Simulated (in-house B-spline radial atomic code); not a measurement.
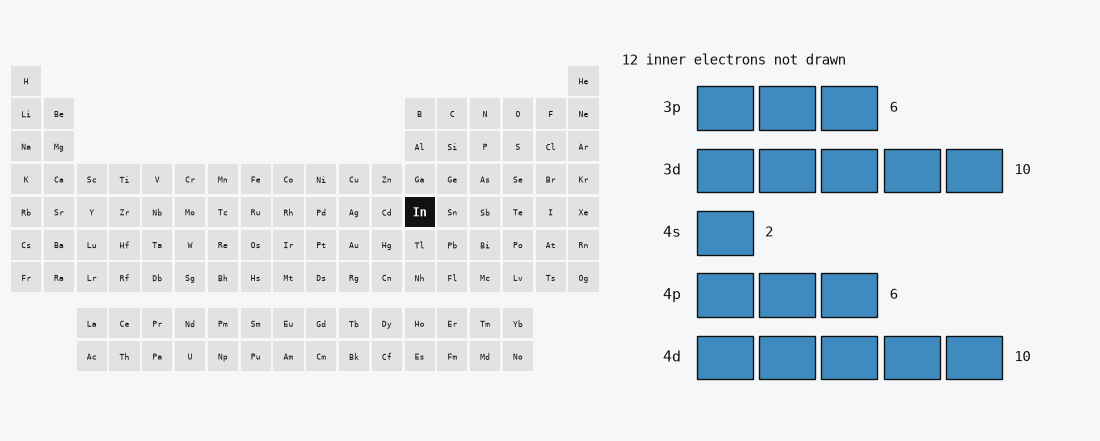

Figure 1. Left, the place of indium in the periodic table; right, the outer shells of the closed core: a box for each of the 2l + 1 orbitals, shaded by the share of the shell that is filled, with the electron count at the right.

Run report: In³⁺, many-body perturbation calculation

System: In³⁺, core [Kr] 4d10.
Method: relativistic RPA (time-dependent Dirac-Hartree-Fock) and second-order many-body perturbation theory, no-pair Dirac-Coulomb, closed shell, B-spline basis (in-house B-spline radial atomic code).

### The input
```
basis_form = 2
Z = 49
core_configuration = [Kr] 4d10
rms_radius = 4.6156
mass_number = 115
speed_of_light = 137.035999084
box_radius = 14.844
lmax = 7
intervals = 63
virtual_cutoff = 60025.0
```

Hardware: 1 CPU thread, shared host.

The run was one of a batch that the task file lists, launched with:
```bash
python <driver script> task.json out
```

The program writes its results to a structured record and prints no log; tables and figures of this report are taken from that record.

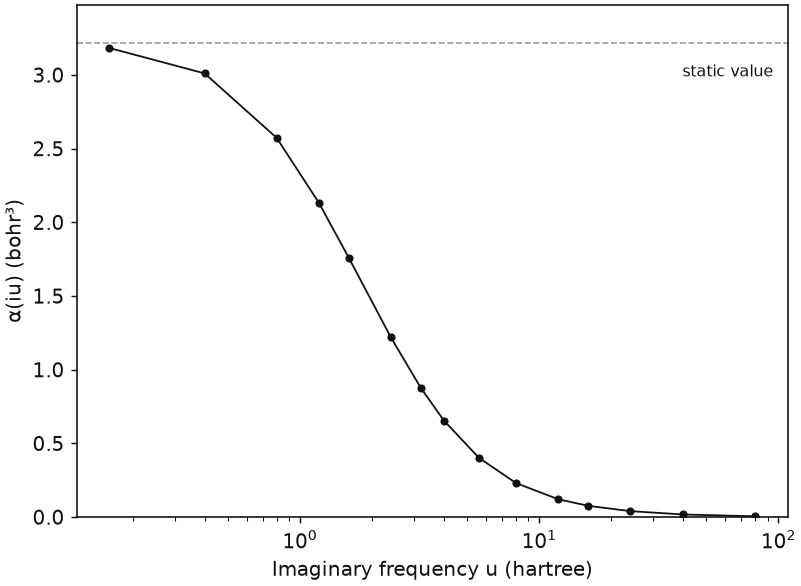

Figure 2. Dipole polarisability at imaginary frequency of In IV (In³⁺), [Kr] 4d¹⁰. Relativistic RPA on Dirac–Hartree–Fock, no-pair Dirac–Coulomb, finite nucleus, computed with a B-spline radial code. The static dipole polarisability is 3.22 bohr³; α(iu) falls to half of it near u = 1.8 hartree. The Casimir–Polder integral gives C₆ = 14.1 hartree bohr⁶ for two such species.

### Key numbers

| quantity | value |
| --- | --- |
| outcome | converged |
| wall time | 15 s |
